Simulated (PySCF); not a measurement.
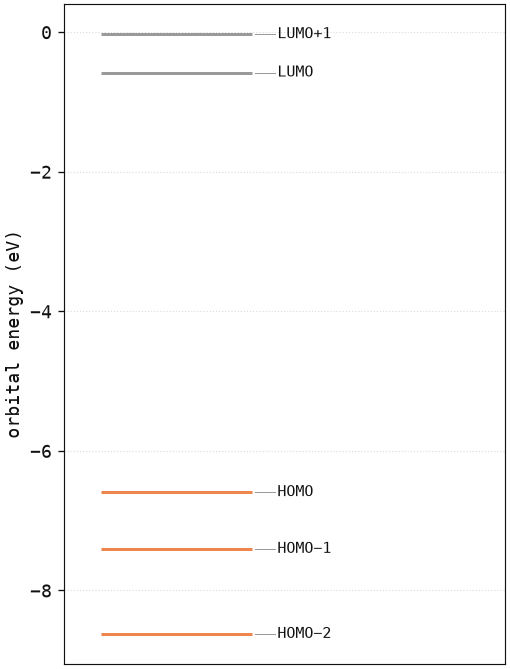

Kohn-Sham orbital energies near the frontier, B3LYP/def2-SVPD, PySCF 2.14.0, at a GFN2-xTB geometry (no frequency check), isolated molecule; empty levels in grey, levels within 0.03 eV side by side.

**Which molecule has this level scheme?**
A. C₄H₉PSi, SMILES C=C[C@@H]1P[C@@H]1[SiH3]
B. C₃H₅BrO₂, SMILES COCC(=O)Br
C. C₃H₅ClO₂S, SMILES C=C(C)S(=O)(=O)Cl
D. C₆H₉ClO (cyclopentanecarbonyl chloride), SMILES O=C(Cl)C1CCCC1

Option A. HOMO −6.59 eV, LUMO −0.58 eV, separation 6.01 eV.

Known limits of this run: the tight-binding geometry is rougher than a DFT one and adds to the error; one conformer of a flexible molecule; empty levels above zero depend strongly on the basis.
